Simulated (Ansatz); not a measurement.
One crystal and one scan (scan of one atom of the cell) at two levels, PBE (plane waves to 420 eV, PAW, scalar-relativistic; Ansatz, a quantum-chemistry and plane-wave program) and r2SCAN (plane waves to 500 eV, PAW, scalar-relativistic; Ansatz), each from its own relaxed cell and on its own mesh. The cell shown is that of PBE.

Pb (fcc, Cu type)

```xyz
4
Lattice="5.0339 0.0000 0.0000 0.0000 5.0339 0.0000 0.0000 0.0000 5.0339" Properties=species:S:1:pos:R:3 pbc="T T T"
Pb     0.0000     0.0000     0.0000
Pb     2.5170     2.5170     0.0000
Pb     2.5170     0.0000     2.5170
Pb     0.0000     2.5170     2.5170
```

Scan: atom 2 (Pb, nearest neighbour Pb at 3.560 Å; its periodic images, 5.0 Å or more away, move with it) is displaced along Cartesian [110], direction (0.707, 0.707, 0.000) in Cartesian axes, by s. The other atoms stay.

E stands for the smeared free energy. Pb was relaxed with its symmetry unable to fall. Spin-orbit coupling is left out, though Pb is heavy. (PBE) On this mesh the relaxed cell isn't quite at rest: it carries a pressure of 0.2 GPa (compression positive) at the zero of the scan. (r2SCAN) On this mesh the relaxed cell isn't quite at rest: it carries a pressure of 0.2 GPa (compression positive) at the zero of the scan. With partly filled bands, energies and forces of such displacements shift with the k mesh and the smearing. Percentages come from the unrounded values.

| quantity | PBE | r2SCAN | PBE − r2SCAN |
|---|---|---|---|
| Lattice constant a (Å) | 5.034 | 4.991 | +0.043 (+0.9 %) |
| Force constant k = d²E/ds² at s = 0 (finite differences) (eV/Å²) | 1.10 | 0.32 | +0.78 (+246 %) |

PBE gives the higher value for: lattice constant a; force constant k = d²E/ds² at s = 0. Both give the same shape of the curve: a single well with its minimum at or next to zero displacement. Neither level is exact: the differences show how much the result hangs on the functional.

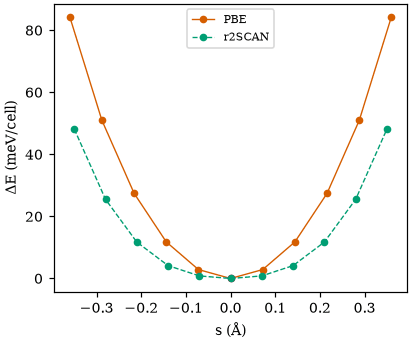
Fig. 1. ΔE, each from the undisplaced structure of its own level.

(A displaced cell: forces are minus the slopes of the energy, force constants its curvatures, and phonons follow from these.)
